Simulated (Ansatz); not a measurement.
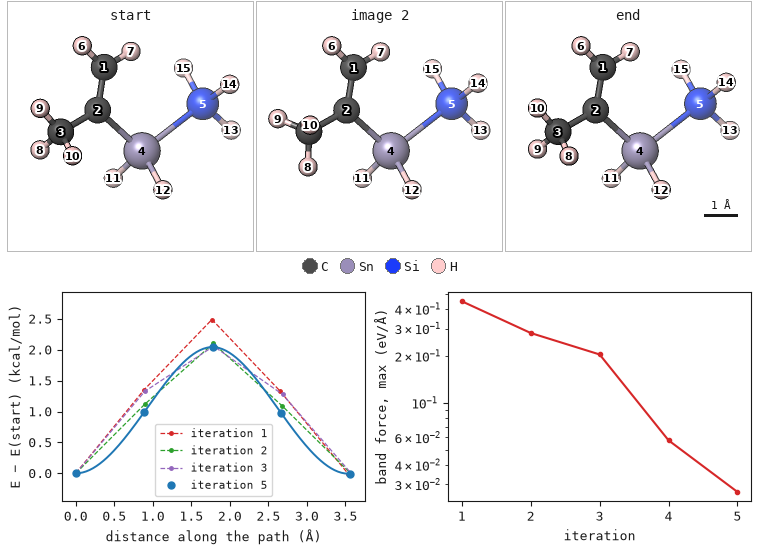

A nudged-elastic-band calculation for C3H10SiSn. Images are numbered from 0 (start) to 4 (end). The plot follows the band through its iterations. A ball-and-stick model, seen at a tilt.

The calculation used Ansatz 0.2.0, RKS BLYP-D4/def2-SVP. Run with 3 movable images; no climbing image; force threshold 0.05 eV/Å; iteration limit 60; starting path by image-dependent pair potential.

> How did the profile develop, and is the result final?

The run is converged, with reservations. The band converged in 5 iterations. The largest component of the band force went from 0.45 to 0.027 eV/Å. No image climbed, so the highest image needn't lie on the saddle point, and the true maximum along this path can be higher. So few images resolve the path coarsely. The first iteration put the highest image at 2.49 kcal/mol. The barrier is about 2.04 kcal/mol in both directions, with image 2 at the top; the ends have the same energy.

Cost: 28 s on 2 threads of AMD EPYC 9R45 96-Core Processor (Zen 5), on a shared host, peak memory 0.2 GiB.
